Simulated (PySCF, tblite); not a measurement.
# C5H7NOSi: geometry, infrared bands and NMR shifts

Wanted: the infrared bands and NMR shifts of C5H7NOSi (`[SiH3]/C=C/c1ncco1`), by calculation.

Computed with tblite 0.8.0 and PySCF 2.14.0, with density-fitted response routines of our own, on a single molecule in the gas phase. Atoms count from 0, in the outputs and in this text.

### Step 1. The molecule as given

15 atoms, charge 0, multiplicity 1; geometry from: force field or distance geometry start.

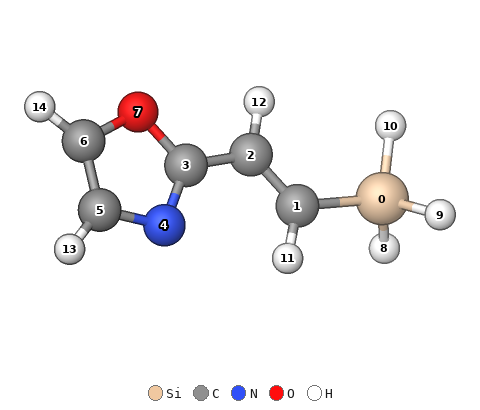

The starting geometry (silicon light orange, carbon grey, nitrogen blue, oxygen red, hydrogen white), atoms numbered.

### Step 2. Geometry optimisation with GFN2-xTB

What the job is given:

```
{"job": {"kind": "relax", "xc": "GFN2-xTB", "basis": "xTB"}, "charge": 0, "multiplicity": 1}
Si     3.150200     0.459700    -0.269900
C      1.426000    -0.118400    -0.029300
C      0.326900     0.601300    -0.199500
C     -0.977900     0.060900     0.011200
N     -1.267600    -1.182900     0.423400
C     -2.638700    -1.233000     0.482800
C     -3.156100    -0.018100     0.124600
O     -2.117300     0.812700    -0.166300
H      3.817800    -0.361900    -1.304400
H      3.898800     0.358800     1.003900
H      3.127200     1.878500    -0.712200
H      1.362400    -1.160400     0.307100
H      0.350300     1.641800    -0.517100
H     -3.152400    -2.129900     0.782800
H     -4.153800     0.399000     0.040900
```

On the command line:

```sh
> OMP_NUM_THREADS=1 python probes_run.py task.json out
```

One launch serves the whole session: the jobs run in the order shown.

Output:

```text
step      E/eV     max force
  0    -624.65344    2.174
  1    -624.74249    0.860
  2    -624.76474    0.359
  3    -624.77318    0.277
  4    -624.77757    0.218
  5    -624.78089    0.126
  6    -624.78333    0.128
  7    -624.78453    0.103
  8    -624.78540    0.083
  9    -624.78599    0.072
 10    -624.78635    0.061
 11    -624.78656    0.034
 12    -624.78672    0.034
 13    -624.78684    0.030
 14    -624.78692    0.021
 15    -624.78696    0.018
 16    -624.78700    0.019
 17    -624.78707    0.022
 18    -624.78715    0.023
 19    -624.78723    0.020
 20    -624.78728    0.017
 21    -624.78733    0.020
 22    -624.78740    0.020
 23    -624.78750    0.027
 24    -624.78762    0.033
 25    -624.78774    0.032
 26    -624.78785    0.024
 27    -624.78791    0.019
 28    -624.78794    0.015
 29    -624.78797    0.015
 30    -624.78800    0.019
 31    -624.78804    0.015
 32    -624.78807    0.015
 33    -624.78809    0.011
 34    -624.78812    0.021
 35    -624.78815    0.025
 36    -624.78819    0.020
 37    -624.78821    0.014
 38    -624.78824    0.013
 39    -624.78826    0.013
 40    -624.78827    0.009
```

It took 0.39 s on 1 thread of Arm Neoverse N1, shared host; peak memory 0.18 GiB.

The steps of the relaxation: (not every step is listed)

```
step  energy from step 0 (eV)  largest force (eV/Å)
   0                   0.0000                2.1742
   1                  -0.0890                0.8597
   2                  -0.1113                0.3588
   3                  -0.1197                0.2768
   4                  -0.1241                0.2184
   5                  -0.1274                0.1261
   6                  -0.1299                0.1276
   7                  -0.1311                0.1032
   8                  -0.1320                0.0826
  10                  -0.1329                0.0605
  12                  -0.1333                0.0344
  14                  -0.1335                0.0212
  16                  -0.1336                0.0188
  18                  -0.1337                0.0234
  20                  -0.1338                0.0171
  22                  -0.1340                0.0203
  24                  -0.1342                0.0328
  26                  -0.1344                0.0241
  28                  -0.1345                0.0154
  30                  -0.1346                0.0186
  32                  -0.1346                0.0148
  34                  -0.1347                0.0207
  35                  -0.1347                0.0251
  36                  -0.1347                0.0205
  37                  -0.1348                0.0136
  38                  -0.1348                0.0129
  39                  -0.1348                0.0130
  40                  -0.1348                0.0088
```

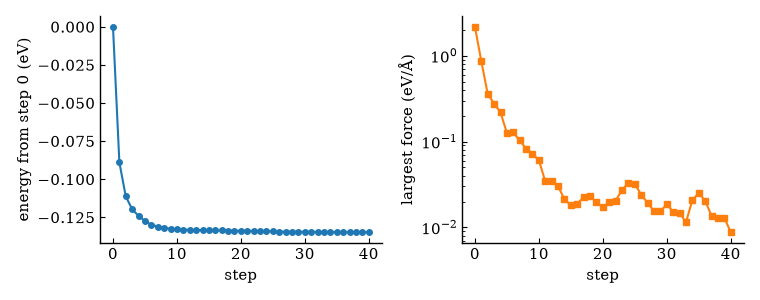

Energy and force, step by step.

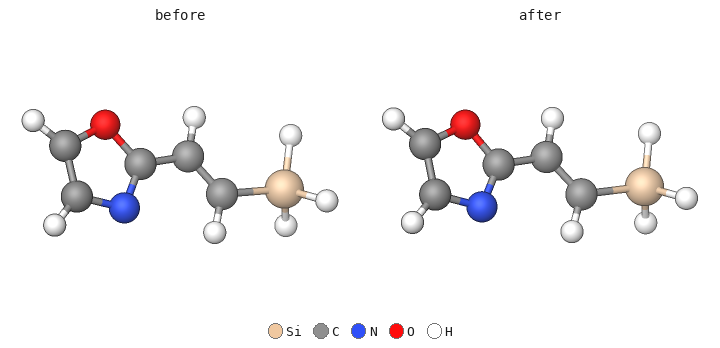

The geometry before (left) and after (right).

Distances of close pairs at the start and the end, largest changes first:

```
   bond  before (Å)  after (Å)  change (Å)
 Si0–C1       1.834      1.877      +0.043
  C3–N4       1.342      1.306      -0.036
  C3–O7       1.377      1.353      -0.024
Si0–H10       1.486      1.464      -0.023
 Si0–H9       1.481      1.465      -0.016
  N4–C5       1.373      1.358      -0.016
 Si0–H8       1.480      1.465      -0.015
  C6–O7       1.362      1.347      -0.015
```

The final coordinates are the input of the step that follows.

### Step 3. Infrared spectrum with GFN2-xTB

What the job is given:

```
{"job": {"kind": "ir", "xc": "GFN2-xTB", "basis": "xTB"}, "charge": 0, "multiplicity": 1}
Si     3.179567     0.501110    -0.282007
C      1.441611    -0.153530    -0.010556
C      0.322105     0.552769    -0.185190
C     -0.993356     0.013030     0.033809
N     -1.302792    -1.195331     0.419564
C     -2.658845    -1.218298     0.480774
C     -3.134419     0.005474     0.121094
O     -2.080242     0.793370    -0.164692
H      3.832723    -0.315403    -1.307829
H      3.919214     0.398937     0.978202
H      3.119119     1.897475    -0.716997
H      1.317705    -1.179584     0.311640
H      0.339377     1.585434    -0.505378
H     -3.190170    -2.099262     0.774541
H     -4.116010     0.421800     0.031113
```

Output:

```text
mode    cm-1     km/mol
  1      65.2      0.85
  2      90.5      0.81
  3     104.6      0.85
  4     129.9      0.16
  5     246.2      2.90
  6     304.8      2.06
  7     385.9      7.94
  8     534.3     49.54
  9     538.5     45.70
 10     605.3      1.15
 11     677.8     49.68
 12     751.2      9.40
 13     753.0      4.68
 14     770.7    151.41
 15     773.5      0.27
 16     783.0    175.89
 17     784.4    305.70
 18     813.3    342.18
 19     840.8      5.12
 20     905.4     10.15
 21     960.2      0.91
 22    1010.3     20.67
 23    1076.4     34.23
 24    1107.7      1.46
 25    1154.3      4.56
 26    1178.3      9.08
 27    1232.8     59.65
 28    1294.5      1.31
 29    1334.6     68.25
 30    1461.8     29.39
 31    1541.2     25.10
 32    1636.6     18.99
 33    2251.6    396.46
 34    2257.0    332.84
 35    2264.0    175.68
 36    3053.2      6.44
 37    3071.6     32.83
 38    3183.5      2.18
 39    3197.8     17.51
```

Run time: 0.77 s. Hardware: 1 thread of Arm Neoverse N1, shared host; peak memory 0.18 GiB.

Which atoms move in the most intense modes:

```
cm⁻¹  km/mol                                atoms
 771   151.4  H10 34 %, H9 21 %, H8 20 %, C1 11 %
 783   175.9           H10 59 %, H9 20 %, H8 17 %
 784   305.7                     H8 46 %, H9 42 %
 813   342.2          C1 31 %, Si0 24 %, H11 15 %
1335    68.2   C5 23 %, N4 20 %, C3 17 %, C6 11 %
2252   396.5                     H8 49 %, H9 47 %
2257   332.8           H9 42 %, H8 40 %, H10 14 %
2264   175.7                             H10 83 %
```

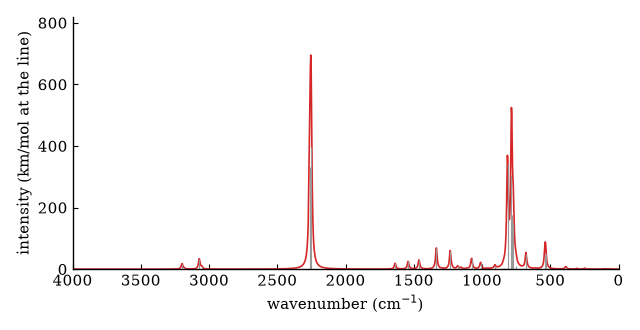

The infrared spectrum from these modes, unscaled. Lines are broadened to a width of 14 cm⁻¹ (Lorentzian).

### Step 4. Nuclear shieldings: PBE0/pcSseg-1

Settings changed since step 3:

```diff
@@ -1,2 +1,2 @@
-{"job": {"kind": "ir", "xc": "GFN2-xTB", "basis": "xTB"}, "charge": 0, "multiplicity": 1}
+{"job": {"kind": "nmr", "xc": "PBE0", "basis": "pcSseg-1"}, "charge": 0, "multiplicity": 1}
 Si     3.179567     0.501110    -0.282007
```

With the program's defaults for keys left out, this is: GIAO PBE0/pcSseg-1 NMR shielding, non-relativistic, gas phase.

Output:

```text
coarse grid: 13544 points
cycle   1  E = -613.5166129282  dE =  1.387e+00  |g| = 5.014e-01  |ddm| = 3.693e+00
cycle   2  E = -613.4798236051  dE =  3.679e-02  |g| = 6.688e-01  |ddm| = 8.770e-01
cycle   3  E = -613.5692187269  dE = -8.940e-02  |g| = 9.561e-02  |ddm| = 5.085e-01
cycle   4  E = -613.5707675495  dE = -1.549e-03  |g| = 5.242e-02  |ddm| = 1.138e-01
cycle   5  E = -613.5713587280  dE = -5.912e-04  |g| = 1.492e-02  |ddm| = 4.805e-02
cycle   6  E = -613.5713981533  dE = -3.943e-05  |g| = 4.720e-03  |ddm| = 1.278e-02
cycle   7  E = -613.5714027424  dE = -4.589e-06  |g| = 1.374e-03  |ddm| = 4.312e-03
final grid: 127776 points
cycle   8  E = -613.6272482574  dE = -1.748e-05  |g| = 1.202e-02  |ddm| = 2.881e-02
cycle   9  E = -613.6271846023  dE =  6.366e-05  |g| = 2.174e-02  |ddm| = 2.150e-02
cycle  10  E = -613.6272753208  dE = -9.072e-05  |g| = 2.143e-03  |ddm| = 1.476e-02
cycle  11  E = -613.6272764372  dE = -1.116e-06  |g| = 4.536e-04  |ddm| = 2.149e-03
cycle  12  E = -613.6272764775  dE = -4.027e-08  |g| = 1.374e-04  |ddm| = 4.066e-04
cycle  13  E = -613.6272764815  dE = -3.960e-09  |g| = 4.523e-05  |ddm| = 1.340e-04
cycle  14  E = -613.6272764819  dE = -4.125e-10  |g| = 1.753e-05  |ddm| = 4.695e-05
converged SCF energy = -613.6272764819

GIAO shielding tensors (ppm)
atom      isotropic    diamagn.    paramagn.     s11        s22        s33       span
  0 Si     421.489     879.265    -457.776    383.484    416.863    464.122     80.637
  1 C       50.176     258.853    -208.677    -57.091     25.063    182.556    239.647
  2 C       47.716     253.866    -206.150    -65.370     63.039    145.479    210.849
  3 C       19.031     256.845    -237.814    -47.272     30.471     73.894    121.166
  4 N      -27.626     329.824    -357.449   -243.837    -90.279    251.240    495.077
  5 C       49.908     255.081    -205.174    -35.894     56.078    129.539    165.432
  6 C       43.379     254.004    -210.625    -39.285     57.253    112.168    151.454
  7 O       15.093     400.638    -385.545   -137.907    -37.821    221.006    358.913
  8 H       27.294      27.779      -0.485     24.286     25.394     32.202      7.917
  9 H       27.293      27.778      -0.486     24.287     25.390     32.202      7.915
 10 H       27.539      28.328      -0.789     24.307     26.602     31.708      7.401
 11 H       23.965      33.342      -9.378     21.574     22.164     28.156      6.582
 12 H       24.734      32.681      -7.947     21.779     22.998     29.425      7.645
 13 H       24.205      30.427      -6.222     21.942     24.681     25.994      4.052
 14 H       24.058      29.348      -5.290     21.951     24.748     25.476      3.524
```

It took 57 s on 1 thread of Arm Neoverse N1, shared host; peak memory 0.8 GiB.

Shifts follow as δ = σ(reference) − σ, with reference shieldings (ppm) from runs at the same level and on the same kind of geometry: ¹H TMS 31.72, ¹³C TMS 186.9, ²⁹Si TMS 349.2, ¹⁵N NH3 267.7, ¹⁷O H2O 336.1. The references are single molecules in the gas phase, so shifts against H2O, NH3, PH3, H3PO4 or CFCl3 are not on the usual liquid scales and can be off by tens of ppm. Atoms listed in one row are averaged.

```
      atoms                                          environment  σ (ppm)  δ (ppm)  δ scaled to CDCl3
         C3  substituted aromatic carbon next to the ring oxygen     19.0    167.9              161.9
         C6                  aromatic CH next to the ring oxygen     43.4    143.5              138.2
         C2                                            alkene CH     47.7    139.2              134.0
         C5                  aromatic CH next to a ring nitrogen     49.9    137.0              131.8
         C1                                            alkene CH     50.2    136.7              131.6
        H11                             hydrogen on an alkene CH    23.96     7.75               7.41
        H14   hydrogen on an aromatic CH next to the ring oxygen    24.06     7.66               7.33
        H13   hydrogen on an aromatic CH next to a ring nitrogen    24.21     7.51               7.19
        H12                             hydrogen on an alkene CH    24.73     6.98               6.69
H8, H9, H10                    hydrogen on a silicon bonded to C    27.38     4.34                  –
        Si0                             silicon bonded to C, 3 H    421.5    -72.3                  –
         N4                   pyridine-type nitrogen of an azole    -27.6    295.4                  –
         O7                                 aromatic ring oxygen     15.1    321.0                  –
```

The scaled column applies a straight-line fit of computed shieldings to shifts measured in CDCl3 (root-mean-square error 0.16 ppm for H, 1.9 ppm for C).

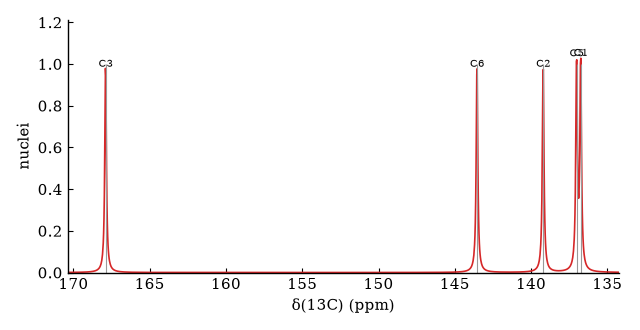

¹³C lines at the computed shifts, without couplings. Lines are broadened to a width of 0.12 ppm (Lorentzian).

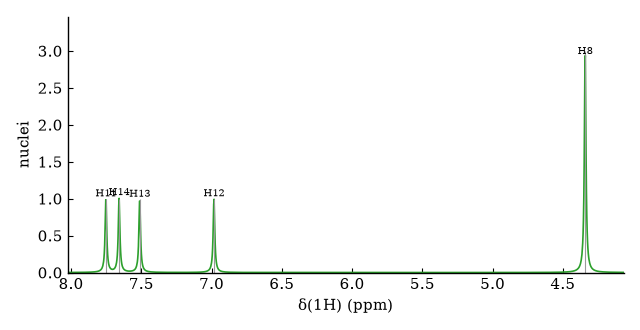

¹H lines at the computed shifts, without couplings. Lines are broadened to a width of 0.01 ppm (Lorentzian).

The run also stored atomic charges by several schemes (e):

```
atoms  Mulliken    IAO  Hirshfeld  ESP fit
  Si0      0.55   0.62       0.32     0.46
   C1     -0.32  -0.40      -0.12    -0.05
   C2     -0.14  -0.15      -0.05    -0.64
   C3      0.42   0.29       0.12     0.88
   N4     -0.43  -0.32      -0.19    -0.53
   C5      0.02  -0.10      -0.03    -0.02
   C6      0.09  -0.02       0.00    -0.20
   O7     -0.38  -0.24      -0.06    -0.25
```

Mulliken charges:

Si0 0.55; C1 -0.32; C2 -0.14; C3 0.42; N4 -0.43; C5 0.02; C6 0.09; O7 -0.38; H8 -0.08; H9 -0.08; H10 -0.10; H11 0.14; H12 0.11; H13 0.09; H14 0.10

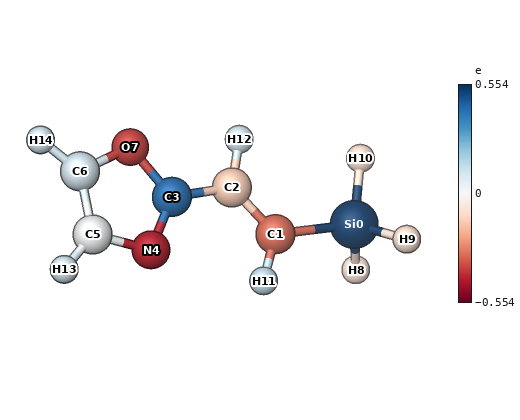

Mulliken charges, as colours on the atoms.

Mayer bond orders: Si0–C1 0.90, C1–C2 1.85, C2–C3 1.11, C3–N4 1.61, N4–C5 1.31, C5–C6 1.60, C6–O7 1.08, O7–C3 1.04.

Ring of atoms C3, N4, C5, C6, O7: NICS(0) -11.1, NICS(1) -10.3, NICS(1)zz -26.7 ppm (means of both faces).

Orbitals, density, ELF and potential are computed afterwards from the orbital file.

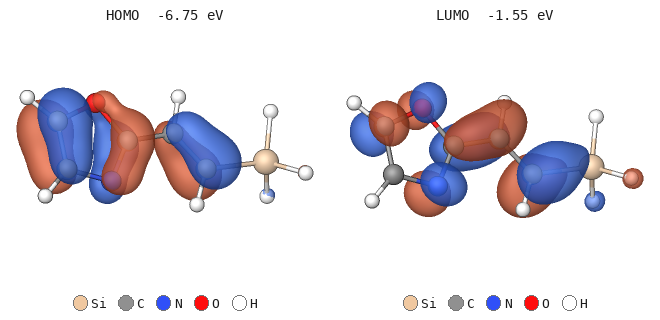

Frontier orbitals at PBE0/pcSseg-1; each surface holds 70 % of the orbital's density, blue and red mark the sign.

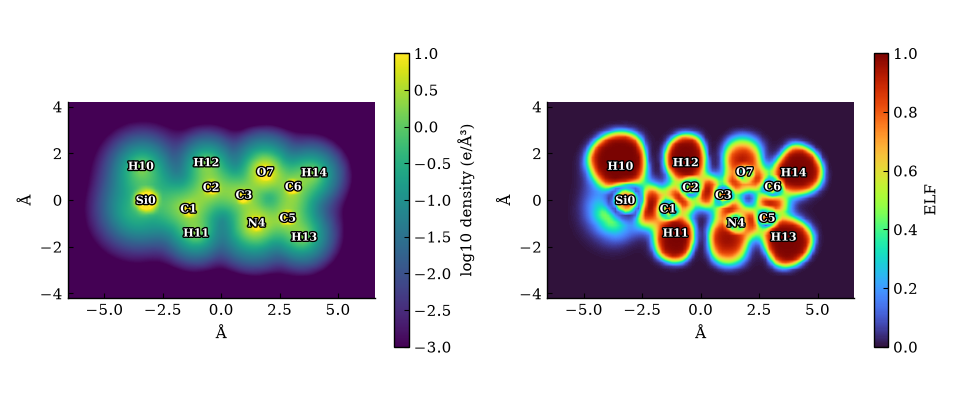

Density (left) and ELF (right) in a plane through or near 13 of the atoms.

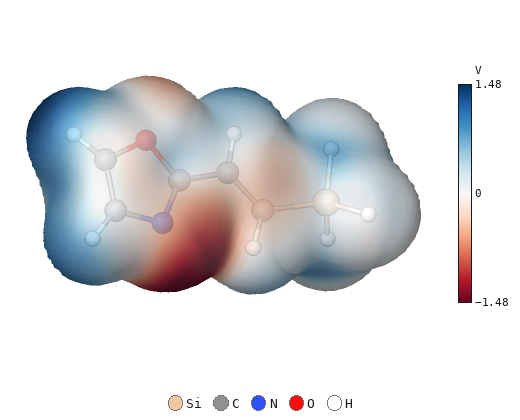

The potential that a unit positive charge feels on the 0.002 e/bohr³ surface, from -1.48 V near N4 to 1.29 V near H14.

### Step 5. What came out

| quantity | value |
| --- | --- |
| strongest single infrared mode (GFN2-xTB) | 2252 cm⁻¹, 396 km/mol |
| zero-point energy (GFN2-xTB) | 64.5 kcal/mol |
| ¹³C shifts against TMS (PBE0/pcSseg-1) | 167.9, 143.5, 139.2, 137.0, 136.7 ppm |
| ¹H shifts against TMS (PBE0/pcSseg-1, means over atoms taken as alike) | 7.75, 7.66, 7.51, 6.98, 4.34 ppm |
| ²⁹Si shifts against TMS (PBE0/pcSseg-1) | -72.3 ppm |
| ¹⁵N shifts against NH3 (PBE0/pcSseg-1) | 295.4 ppm |
| ¹⁷O shifts against H2O (PBE0/pcSseg-1) | 321.0 ppm |
| surface potential, least and greatest | -1.48 V and 1.29 V |

In words: Relaxing lowered the energy by 0.135 eV in 40 steps; the close pair that moved most is Si0–C1, from 1.834 to 1.877 Å. No mode is imaginary among the 39: a minimum at this level. The strongest single mode, at 2252 cm⁻¹, moves mainly H8 and H9. GFN2-xTB is a fitted tight-binding method: band positions and strengths are rough. Its intensities can rank the bands wrongly. At PBE0/pcSseg-1: The widest tensor belongs to N4: span 495 ppm, with a paramagnetic part of -357 ppm. NICS(1)zz of -27 ppm above the planar ring from C3 marks a diatropic (aromatic) ring current. By nearest atom (PBE0/pcSseg-1), the HOMO sits on C6 24 %; C1 19 % and the LUMO on C1 25 %; C2 16 %.
